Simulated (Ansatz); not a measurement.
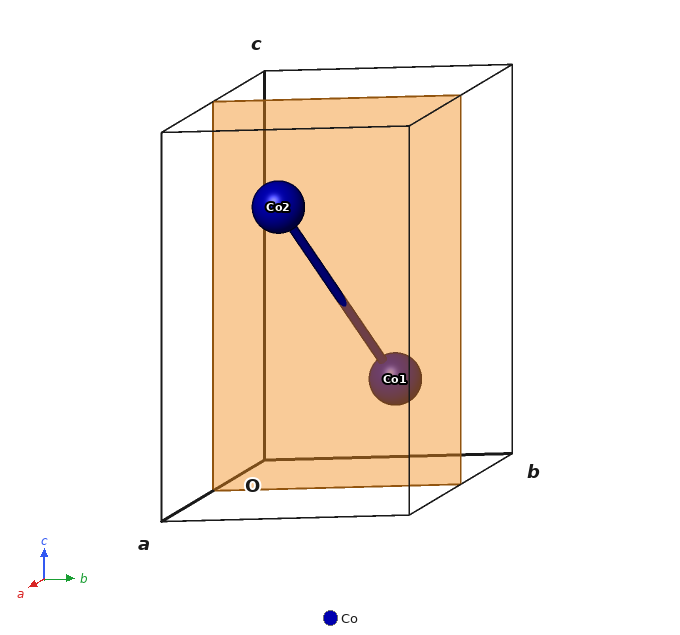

The shaded plane is a symmetry element of the crystal. Crystal: Co, the input geometry of an electronic-structure calculation (not necessarily at equilibrium). Geometry calculated from the standardised cell; symmetry tolerance 0.002 Å.

a = 2.519 Å, b = 2.519 Å, c = 4.091 Å, α = 90.00°, β = 90.00°, γ = 120.00°.

| atom | x | y | z |
| --- | --- | --- | --- |
| Co1 | 0.3333 | 0.6667 | 0.2500 |
| Co2 | 0.6667 | 0.3333 | 0.7500 |

Q: Is it a mirror or a glide plane, and what is the operation?

A: It is a glide plane with glide vector (0, 1/2, 1/2), parallel to (1 0 0), through (1/2, 1/2, 1/2): x, y, z → −x+1, −x+y+1, z+1/2.

Q: Onto which atom does it carry each atom (up to whole multiples of a, b and c)?

A: Co1 → Co2, Co2 → Co1.

Q: What is the crystal's space group?

A: No. 194, P6₃/mmc.
